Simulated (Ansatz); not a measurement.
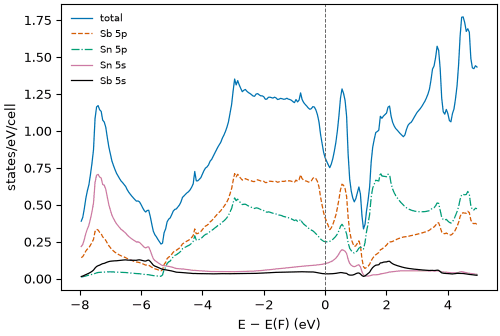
Figure. Total and projected density of states of SnSb (rock salt, Fm-3m), LDA (plane waves, PAW; program Ansatz)

Q: Which orbitals carry the states next to the Fermi level?

A: Within 0.5 eV of the Fermi level: Sb 5p 53 %, Sn 5p 29 %, Sn 5s 12 %. Projections are on Löwdin-orthogonalised atomic valence shells; empty p or d shells of many metals are not among them.

Q: Where is the tallest occupied peak in this window, and what makes it?

A: Near -2.9 eV, about 1.4 states/eV per cell; the largest projected share is Sb 5p.

The first step of the workflow began from a Materials Project structure, measured or hypothetical; the Crystallography Open Database files this formula in space group No. 225, but the cells were not matched. Its standing as an ambient phase is unchecked. Symmetry was held in the LDA relaxation; of distortions, only those at the zone centre were tested. Scalar-relativistic: spin–orbit coupling is off unless named, which matters more the heavier the elements.

Potentials: the later of the program's two PAW sets.
